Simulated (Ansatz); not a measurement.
**TiHgO3, pressure series**

The reference is TiHgO3 (space group R-3c, No. 167; a = 5.363 Å, c = 13.623 Å (hexagonal axes); a cell from a computed database, its experimental status unchecked).

Cell and atoms are relaxed at each pressure.

Computed with Ansatz (an electronic-structure program), PBEsol, PAW, cutoff 420 eV, no spin-orbit coupling.

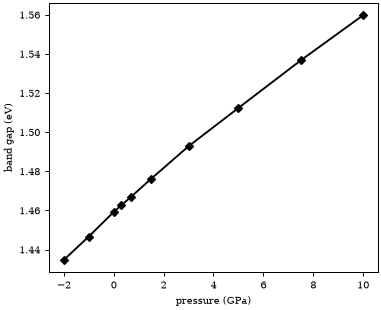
Figure. Band gap against pressure

### Question
From the plot, what is the band gap for pressure 0.3 GPa?

### Answer
About 1.46 eV.

### Question
Is the trend monotonic over the range shown?

### Answer
Yes, it rises throughout, spanning 1.43 eV to 1.56 eV.

Spin-orbit coupling, missing from the scalar runs, can matter with Hg. Load acts through the strain it causes; cell and atoms are relaxed under it. No phonon test of stability was made. No other phases were tried under pressure. The final runs are not spin-polarised.
